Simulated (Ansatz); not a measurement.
## What Te → O does to CdTe

Take CdTe in the rock salt structure (space group Fm-3m, No. 225; a = 5.999 Å) as the base.

One thing is altered: O takes the place of Te on all its sites, then cell and atoms are relaxed.

Computed with DFT with PBEsol, PAW potentials and a 420 eV plane-wave cutoff in Ansatz (a first-principles code), scalar-relativistic without spin-orbit coupling. Settings: 12×12×12 k-points, 0.05 eV Fermi–Dirac smearing, for the changed cell.

| quantity | base | changed | shift |
|---|---|---|---|
| volume per atom | 26.99 Å³ | 12.90 Å³ | -14.09 Å³ |
| density | 7.38 g/cm³ | 8.27 g/cm³ | +0.882 g/cm³ |
| lattice parameter a | 5.999 Å | 4.690 Å | -1.309 Å |
| space group | Fm-3m (No. 225) | Fm-3m (No. 225) | – |
| shortest interatomic distance | 3.000 Å | 2.345 Å | -0.6544 Å |
| band gap | zero | zero | – |

Final structure:

```
CdO
1.0
    0.00000     2.34518     2.34518
    2.34518     0.00000     2.34518
    2.34518     2.34518     0.00000
Cd O
1 1
Direct
  0.00000   0.00000   0.00000
  0.50000   0.50000   0.50000
```

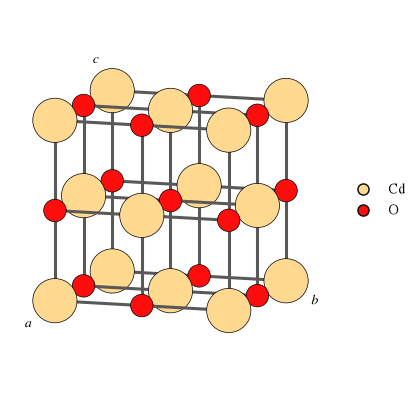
The relaxed conventional cell after the change

Whether these cells are dynamically stable was not tested. The final runs are not spin-polarised. This is not the structure that CdTe has at room temperature and ambient pressure. A zero or small gap of CdO can be the functional's error rather than a property of the material.
